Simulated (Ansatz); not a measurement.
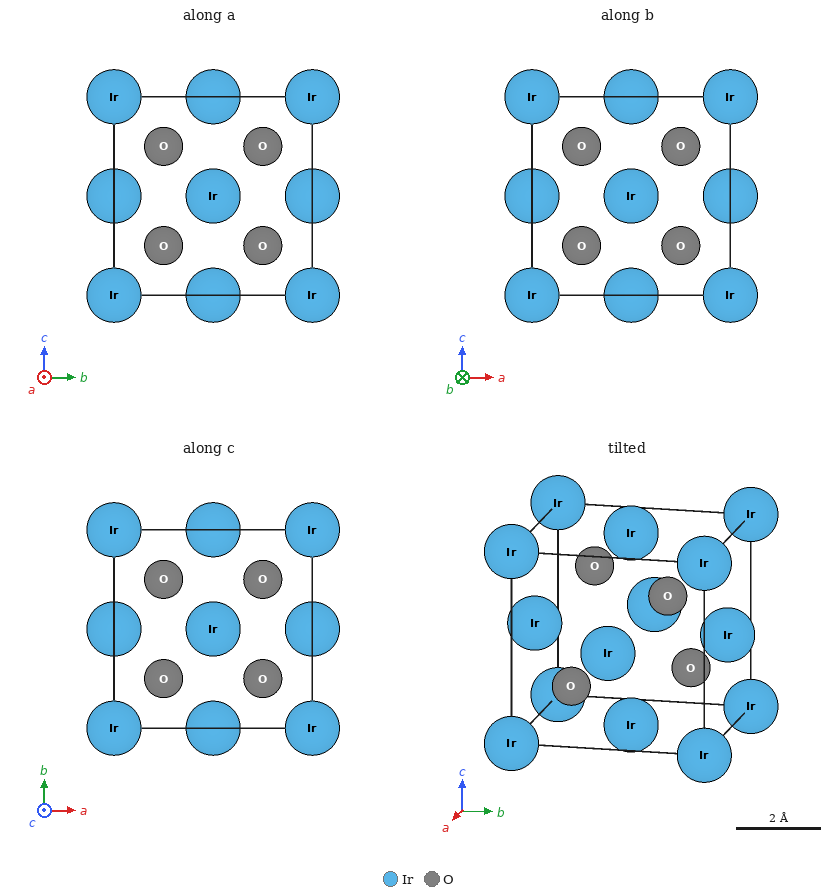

Spheres-only drawing of the structure, looking along the a axis, along the b axis, along the c axis and slightly off an axis. One conventional unit cell is framed, with atoms on its boundary repeated.

Lattice parameters: a = 4.7296 Å, b = 4.7296 Å, c = 4.7296 Å, α = 90.000°, β = 90.000°, γ = 90.000°.

### Write down what is shown as a CIF with its space group and independent sites.

```cif
data_structure
_symmetry_space_group_name_H-M 'F -4 3 m'
_symmetry_Int_Tables_number 216
_cell_length_a 4.7296
_cell_length_b 4.7296
_cell_length_c 4.7296
_cell_angle_alpha 90.000
_cell_angle_beta 90.000
_cell_angle_gamma 90.000
_cell_volume 105.80
loop_
_atom_site_label
_atom_site_type_symbol
_atom_site_symmetry_multiplicity
_atom_site_Wyckoff_symbol
_atom_site_fract_x
_atom_site_fract_y
_atom_site_fract_z
_atom_site_occupancy
Ir1 Ir 4 a 0.0000 0.0000 0.0000 1
O1 O 4 d 0.2500 0.2500 0.7500 1
```

The structure was taken from a structure type filled with these elements by a generator (whether the compound takes this form wasn't checked). Earlier steps of the study, as a rule a relaxation of our own, may have changed the cell and positions, so they can lie some per cent off the listed ones. Ansatz was used for an electronic-structure calculation on it.
